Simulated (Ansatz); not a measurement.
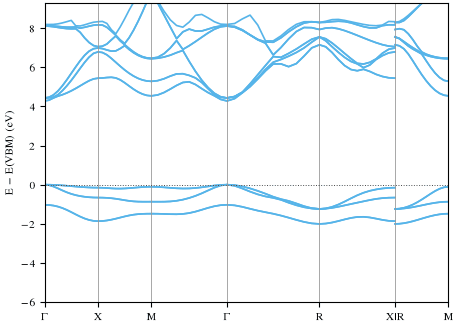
Band structure from the program Ansatz at the r²SCAN with spin–orbit coupling level (PAW)

### Question
Read off the gap and where the band edges lie.

### Answer
About 4.3 eV (4.28 eV by a search for the band edges); maximum at Γ, minimum at Γ.

The material is CsI (CsCl type, Pm-3m).

The cell was relaxed with r²SCAN under the symmetry of its start.

Potentials: the later of the program's two PAW sets.
